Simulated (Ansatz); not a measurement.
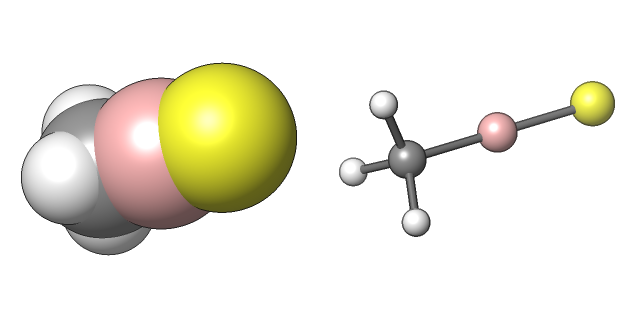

Both panels show the same species. Colours: boron pink, sulfur yellow, carbon grey, hydrogen white.

The computed structure is the end point of a PBE0-D4/def2-TZVP optimisation.

Give the formula.

CH3BS, 6 atoms: 1 carbon, 3 hydrogen, 1 boron and 1 sulfur.

How many bonds of each kind are drawn?

3 C–H, 1 B–S, 1 C–B. Sticks follow a distance rule.

The parts below concern this one geometry. Atoms keep their numbers from picture to picture.

## Charges

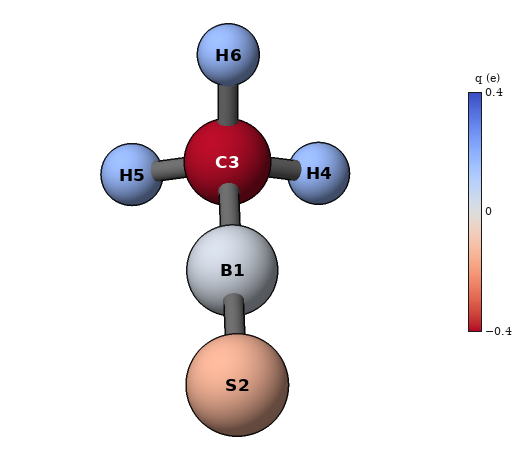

Atoms are coloured by their Mulliken charges. Method: RKS PBE0-D4/def2-TZVP (Ansatz 0.2.0).

Give the Mulliken charges atom by atom.

```tsv
atom	value (e)
B1	0.03
S2	−0.14
C3	−0.39
H4	0.17
H5	0.17
H6	0.17
```

## Electronic properties

Properties computed with RKS PBE0-D4/def2-TZVPP (Ansatz 0.2.0).

Predict the main results.

- HOMO energy (Kohn–Sham orbital): −7.96 eV
- LUMO energy (Kohn–Sham orbital): −0.47 eV
- HOMO–LUMO gap: 7.49 eV

## Thermal motion

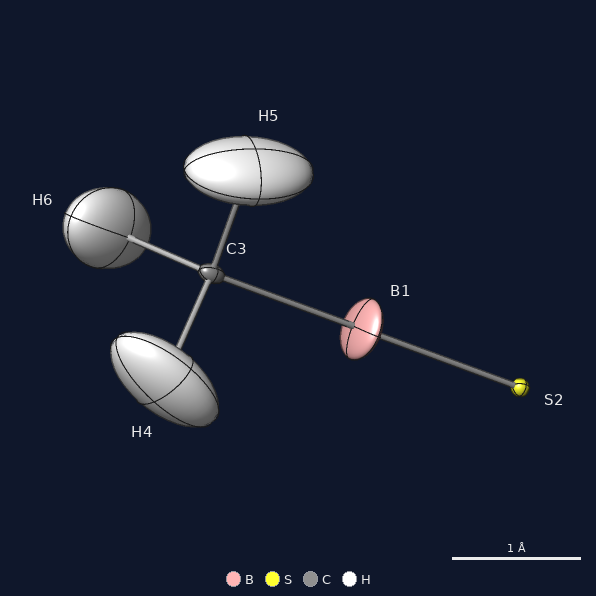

Displacement ellipsoids at the 50 % level, enlarged 2 times, from the internal vibrations of the free molecule (harmonic, no overall translation or rotation; no half-axis is drawn under 0.075 Å). Vibrations computed with RKS PBE0-D4/def2-TZVP (Ansatz 0.2.0). Temperature: 400 K.

Give the displacement parameters, one line for each set of equivalent atoms.

| atom | U_eq (Å²) | rms amplitudes (Å) |
| --- | --- | --- |
| B1 | 0.0048 | 0.029, 0.082, 0.082 |
| S2 | 0.00028 | 0.016, 0.016, 0.019 |
| C3 | 0.00094 | 0.026, 0.026, 0.039 |
| H4, H5, H6 | 0.0156 | 0.075, 0.105, 0.173 |

## Vibrations

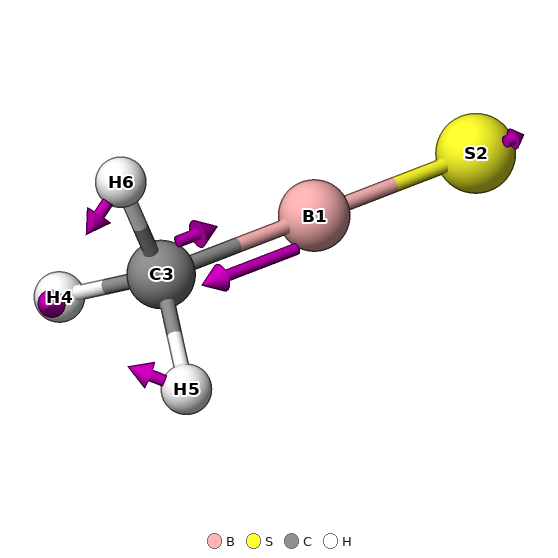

The arrows show one normal mode. Harmonic vibrations computed with RKS PBE0-D4/def2-TZVP (Ansatz 0.2.0) at a stationary point of the same level.

At what wavenumber does it lie?

1501 cm⁻¹; it is mode 9 of 12 counted from the lowest.

Mulliken values depend strongly on the basis set and can even reverse the polarity of a bond.
